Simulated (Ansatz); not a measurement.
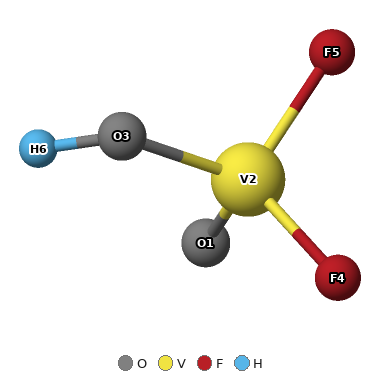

The system is F₂HO₂V, SMILES [O]=[V]([OH])([F])[F]; the picture shows the reference structure. The first coordinate is: angle O1–V2–O3; the second: dihedral O1–V2–O3–H6. Nothing is relaxed (all other coordinates rigid). Grid: 9 × 10 points; 54 points were computed and 36 follow by symmetry. Energies: kcal/mol, counted from the relaxed molecule at the same level. These are results of Ansatz, RHF/def2-TZVP, not measurements.

Its coordinates:

| atom | x (Å) | y (Å) | z (Å) |
| --- | --- | --- | --- |
| O | -1.3136 | -0.1086 | 0.8882 |
| V | -0.3036 | 0.1821 | -0.1847 |
| O | 1.2109 | -0.5180 | 0.2476 |
| F | -0.8433 | -0.4819 | -1.6658 |
| F | -0.1283 | 1.8751 | -0.3542 |
| H | 1.4200 | -1.0127 | 1.0228 |

Range: angle O1–V2–O3 from 84.5 to 134.5°; dihedral O1–V2–O3–H6 from −180 to 144°.

> Predict the map.

The lowest grid point is at angle O1–V2–O3 = 109.5°, dihedral O1–V2–O3–H6 = 0°, 0.0 kcal/mol from the relaxed molecule at the same level. A higher local minimum lies near angle O1–V2–O3 = 109.5°, dihedral O1–V2–O3–H6 = −180° (2.8 kcal/mol above the lowest at that grid point). The highest grid point, angle O1–V2–O3 = 84.5°, dihedral O1–V2–O3–H6 = −72°, lies 30.7 kcal/mol above the lowest. On the interpolated surface the easiest way out of the lowest well to the well at about angle O1–V2–O3 = 108°, dihedral O1–V2–O3–H6 = −180° passes a barrier of about 4.7 kcal/mol. Round the minimum the two coordinates are nearly uncoupled.

| dihedral O1–V2–O3–H6 ↓, angle O1–V2–O3 → | 84.5 | 90.7 | 97.0 | 103.2 | 109.5 | 115.7 | 122.0 | 128.2 | 134.5 |
| --- | --- | --- | --- | --- | --- | --- | --- | --- | --- |
| 144 | 26.2 | 15.4 | 8.4 | 4.6 | 3.6 | 5.4 | 9.9 | 16.9 | 26.9 |
| 108 | 30.7 | 18.7 | 10.7 | 6.2 | 4.7 | 6.0 | 10.1 | 16.8 | 26.3 |
| 72 | 30.7 | 18.4 | 10.1 | 5.5 | 3.8 | 4.9 | 8.8 | 15.2 | 24.5 |
| 36 | 26.7 | 15.0 | 7.2 | 2.8 | 1.3 | 2.6 | 6.4 | 12.9 | 22.1 |
| 0 | 24.5 | 13.1 | 5.5 | 1.4 | 0.0 | 1.3 | 5.3 | 11.7 | 21.0 |
| −36 | 26.7 | 15.0 | 7.2 | 2.8 | 1.3 | 2.6 | 6.4 | 12.9 | 22.1 |
| −72 | 30.7 | 18.4 | 10.1 | 5.5 | 3.8 | 4.9 | 8.8 | 15.2 | 24.5 |
| −108 | 30.7 | 18.7 | 10.7 | 6.2 | 4.7 | 6.0 | 10.1 | 16.8 | 26.3 |
| −144 | 26.2 | 15.4 | 8.4 | 4.6 | 3.6 | 5.4 | 9.9 | 16.9 | 26.9 |
| −180 | 23.5 | 13.4 | 6.8 | 3.4 | 2.8 | 4.8 | 9.5 | 16.8 | 26.9 |

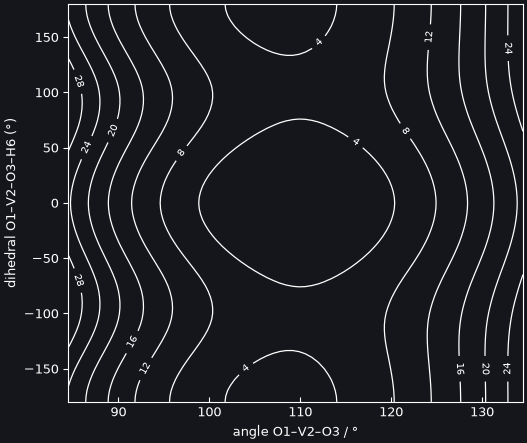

The picture shows contour lines labelled in kcal/mol. Between grid points the surface is interpolated.

Each point was launched as `ansatz run input.yaml --threads 1 --pin off --max-ram 2560MiB --backend cpu --events-out ev --progress --plain --runs-dir out`. The whole map (54 points run) took 8.7 min on 1 thread of Arm Neoverse V1, on a shared host.
